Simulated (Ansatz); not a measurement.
# CH₈BGaSi: how energies converge with the basis set

Aim: see how fast density functionals converge with the basis set for CH₈BGaSi.

The runs use Ansatz 0.2.0, Gaussian basis; one geometry, several basis sets.

The runs, in order: PBE0-D4/def2-SVP; ωB97M-V/def2-SVP; PBE0-D4/def2-QZVPP; ωB97M-V/def2-QZVPP; the functionals' def2-TZVPP values are taken from earlier runs.

### 1 The geometry

The geometry comes from an earlier relaxation with PBE0-D4 in a triple-zeta def2 set; it is a stationary point, not always the lowest conformer.

SMILES `[BH2][GaH][SiH2]C`, 12 atoms, charge 0, spin multiplicity 1.

Atoms are counted from 1 here; the program's logs count them from 0.

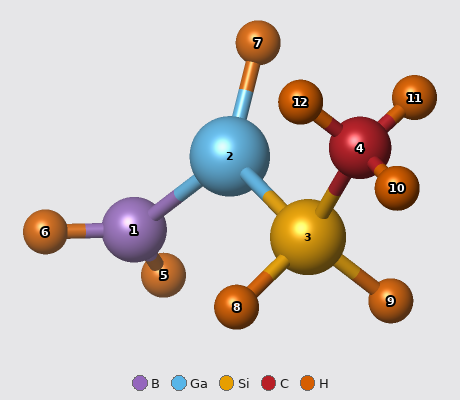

The structure; boron purple, gallium blue, silicon amber, carbon red, hydrogen orange; atoms are numbered from 1 in the order of the file.

Geometry (Å):

```xyz
12
charge 0, multiplicity 1
B    -0.8339    2.9596    0.5275
Ga    0.3829    1.3521    0.1071
Si   -0.4724   -0.8778   -0.3082
C     0.8185   -2.2378   -0.1632
H    -1.3149    3.6398   -0.3347
H    -1.1365    3.2493    1.6509
H     1.9520    1.5200    0.0099
H    -1.6172   -1.1791    0.6021
H    -1.0377   -0.8775   -1.6932
H     0.3870   -3.2126   -0.4018
H     1.6498   -2.0528   -0.8468
H     1.2225   -2.2833    0.8505
```

### 2 PBE0-D4 in def2-SVP

in.yaml reads:

```yaml
crystal:
  periodic: [false, false, false]
  atoms:
    - {symbol: B, position_ang: [-0.833904, 2.959587, 0.527461]}
    - {symbol: Ga, position_ang: [0.382938, 1.352087, 0.107117]}
    - {symbol: Si, position_ang: [-0.472409, -0.877797, -0.308235]}
    - {symbol: C, position_ang: [0.818486, -2.237795, -0.163211]}
    - {symbol: H, position_ang: [-1.314897, 3.639802, -0.334684]}
    - {symbol: H, position_ang: [-1.136506, 3.249316, 1.650945]}
    - {symbol: H, position_ang: [1.951981, 1.520019, 0.009873]}
    - {symbol: H, position_ang: [-1.617239, -1.179055, 0.602119]}
    - {symbol: H, position_ang: [-1.037725, -0.877537, -1.693170]}
    - {symbol: H, position_ang: [0.386980, -3.212578, -0.401846]}
    - {symbol: H, position_ang: [1.649756, -2.052776, -0.846849]}
    - {symbol: H, position_ang: [1.222540, -2.283273, 0.850489]}
basis:
  gaussian: {orbitals: def2-SVP}
hamiltonian: {xc: pbe0, dispersion: d4}
output: {orbitals: {seedname: orbitals}}
```

Run with:

```console
$ ansatz run in.yaml --threads 4 --pin off --events-out ev --progress --plain --max-ram 10444MiB
```

Log:

```text
Functional definition: PBE0
  name "PBE0"
  cite "Adamo & Barone, J. Chem. Phys. 110, 6158 (1999) doi:10.1063/1.478522"
  cite "Perdew, Burke & Ernzerhof, Phys. Rev. Lett. 77, 3865 (1996) doi:10.1103/PhysRevLett.77.3865"
  parent pbe
  parameter a = 0.25
  parameter kappa = 0.804
  parameter beta = 0.06672455060314922
  exchange = (1 - a)*pbe_x(kappa = kappa, mu = beta*pi^2/3) + a*exact_x
  correlation = pbe_c(beta = beta)
1196 factors; integrals over basis functions are off by at most 1.4e-3 eV
mean field evaluation 1: about -62069.9794 eV, gradient 4.5e1 eV
mean field evaluation 2: about -62068.5777 eV, gradient 5.1e1 eV
mean field evaluation 4: about -62074.8109 eV, gradient 1.5e0 eV
mean field evaluation 8: about -62074.8978 eV, gradient 1.0e-1 eV
mean field evaluation 16: about -62074.8979 eV, gradient 2.6e-5 eV
mean field -62074.89785058 eV, -2281.2104201317 hartree, gradient 2.6e-5 eV, S^2 0.000000; 0 other end points of the search recorded, 0 dependent functions left out
reference -62074.89788476 eV, -2281.2104213880 hartree; 32, 32 occupied and 86, 86 virtual orbitals, 1196 factors
Total energy: -62075.10212826 eV, -2281.2179271981 hartree
```

Run time: 0.9 s. Hardware: 4 threads of INTEL XEON PLATINUM 8581C at 2.30GHz, shared host.

### 3 ωB97M-V in def2-SVP

Changes to in.yaml since step 2:

```diff
@@ -17,3 +17,3 @@
   gaussian: {orbitals: def2-SVP}
-hamiltonian: {xc: pbe0, dispersion: d4}
+hamiltonian: {xc: {name: wB97M-V}}
 output: {orbitals: {seedname: orbitals}}
```

The command is unchanged.

Log, shortened:

```text
Functional definition: wB97M-V
  name "wB97M-V"
  cite "Mardirossian & Head-Gordon, J. Chem. Phys. 144, 214110 (2016) doi:10.1063/1.4952647"
  cite "Becke, J. Chem. Phys. 107, 8554 (1997) doi:10.1063/1.475007"
  cite "Vydrov & Van Voorhis, J. Chem. Phys. 133, 244103 (2010) doi:10.1063/1.3521275"
  # Of w^i u^j: cxij and so on, Table III.
[...]
  gx(w, u) = 1 - cx + cx01*u + cx10*w
  gss(w, u) = css00 + css04*u^4 + css10*w + css20*w^2 + css43*w^4*u^3
  gos(w, u) = cos00 + cos10*w + (cos20 + cos21*u)*w^2 + (cos60 + cos61*u)*w^6
[...]
      + integral(e_c_pw_mod_opposite_spin*gos(b97_w_opposite, b97_u_opposite)) + vv10(b, c)
1196 factors; integrals over basis functions are off by at most 1.4e-3 eV
390 factors; integrals over basis functions are off by at most 1.0e-5 eV
[...]
mean field -62082.44066588 eV, -2281.4876134816 hartree, gradient 7.2e-5 eV, S^2 0.000000; 0 other end points of the search recorded, 0 dependent functions left out
reference -62082.44072043 eV, -2281.4876154860 hartree; 32, 32 occupied and 86, 86 virtual orbitals, 1196 factors
Total energy: -62082.44072043 eV, -2281.4876154860 hartree
```

It took 3 s on 4 threads of INTEL XEON PLATINUM 8581C at 2.30GHz, shared host.

### 4 PBE0-D4 in def2-QZVPP

Changes to in.yaml since step 3:

```diff
@@ -16,4 +16,4 @@
 basis:
-  gaussian: {orbitals: def2-SVP}
-hamiltonian: {xc: {name: wB97M-V}}
+  gaussian: {orbitals: "def2-QZVPP.json"}
+hamiltonian: {xc: pbe0, dispersion: d4}
 output: {orbitals: {seedname: orbitals}}
```

The command is unchanged.

Log:

```text
Functional definition: PBE0
  name "PBE0"
  cite "Adamo & Barone, J. Chem. Phys. 110, 6158 (1999) doi:10.1063/1.478522"
  cite "Perdew, Burke & Ernzerhof, Phys. Rev. Lett. 77, 3865 (1996) doi:10.1103/PhysRevLett.77.3865"
  parent pbe
  parameter a = 0.25
  parameter kappa = 0.804
  parameter beta = 0.06672455060314922
  exchange = (1 - a)*pbe_x(kappa = kappa, mu = beta*pi^2/3) + a*exact_x
  correlation = pbe_c(beta = beta)
1837 factors; their error is unknown
mean field evaluation 1: about -62080.7091 eV, gradient 5.7e1 eV
mean field evaluation 2: about -62078.1346 eV, gradient 6.6e1 eV
mean field evaluation 4: about -62087.7645 eV, gradient 3.6e0 eV
mean field evaluation 8: about -62087.7818 eV, gradient 4.9e-2 eV
mean field evaluation 16: about -62087.9350 eV, gradient 2.3e-5 eV
mean field -62087.93495814 eV, -2281.6895249976 hartree, gradient 2.3e-5 eV, S^2 0.000000; 0 other end points of the search recorded, 0 dependent functions left out
reference -62087.93501192 eV, -2281.6895269741 hartree; 32, 32 occupied and 481, 481 virtual orbitals, 1837 factors
Total energy: -62088.13925542 eV, -2281.6970327842 hartree
```

Wall time 7 s (4 threads of INTEL XEON PLATINUM 8581C at 2.30GHz, shared host); peak memory 2.1 GiB.

### 5 ωB97M-V in def2-QZVPP

Changes to in.yaml since step 4:

```diff
@@ -17,3 +17,3 @@
   gaussian: {orbitals: "def2-QZVPP.json"}
-hamiltonian: {xc: pbe0, dispersion: d4}
+hamiltonian: {xc: {name: wB97M-V}}
 output: {orbitals: {seedname: orbitals}}
```

Launched as before.

Log, shortened:

```text
Functional definition: wB97M-V
  name "wB97M-V"
  cite "Mardirossian & Head-Gordon, J. Chem. Phys. 144, 214110 (2016) doi:10.1063/1.4952647"
  cite "Becke, J. Chem. Phys. 107, 8554 (1997) doi:10.1063/1.475007"
  cite "Vydrov & Van Voorhis, J. Chem. Phys. 133, 244103 (2010) doi:10.1063/1.3521275"
  # Of w^i u^j: cxij and so on, Table III.
[...]
  gx(w, u) = 1 - cx + cx01*u + cx10*w
  gss(w, u) = css00 + css04*u^4 + css10*w + css20*w^2 + css43*w^4*u^3
  gos(w, u) = cos00 + cos10*w + (cos20 + cos21*u)*w^2 + (cos60 + cos61*u)*w^6
[...]
      + integral(e_c_pw_mod_opposite_spin*gos(b97_w_opposite, b97_u_opposite)) + vv10(b, c)
1812 factors; their error is unknown
456 factors; integrals over basis functions are off by at most 1.1e-5 eV
[...]
mean field -62095.60981951 eV, -2281.9715709509 hartree, gradient 5.4e-5 eV, S^2 0.000000; 0 other end points of the search recorded, 0 dependent functions left out
reference -62095.60990548 eV, -2281.9715741101 hartree; 32, 32 occupied and 481, 481 virtual orbitals, 1812 factors
Total energy: -62095.60990548 eV, -2281.9715741101 hartree
```

Wall time 13 s (4 threads of INTEL XEON PLATINUM 8581C at 2.30GHz, shared host); peak memory 2.5 GiB.

### 6 Density functionals: the series

The def2-TZVPP values come from earlier runs at the same geometry.

```tsv
functional	basis	functions	energy (eV)	from the largest (eV)	HOMO (eV)	LUMO (eV)
PBE0-D4	def2-SVP	118	-62075.1021	13.037	-6.95	-2.09
PBE0-D4	def2-TZVPP	264	-62086.5848	1.554	-6.95	-2.14
PBE0-D4	def2-QZVPP	513	-62088.1393	0.000	-6.95	-2.15
ωB97M-V	def2-SVP	118	-62082.4407	13.169	-8.91	-0.09
ωB97M-V	def2-TZVPP	264	-62094.0984	1.512	-8.94	-0.25
ωB97M-V	def2-QZVPP	513	-62095.6099	0.000	-8.94	-0.31
```

### 7 Outcome

| quantity | value |
| --- | --- |
| PBE0-D4: double and triple zeta above quadruple | 13.04, 1.55 eV |
| ωB97M-V: double and triple zeta above quadruple | 13.17, 1.51 eV |

What this shows: For PBE0-D4 the step from double to triple zeta gains 11.48 eV and the next only 1.55 eV. Total energies overstate the basis error of differences, where much of it tends to cancel.

For PBE0-D4 the largest set took about 8 times as long as the smallest (7 s against 0.9 s).
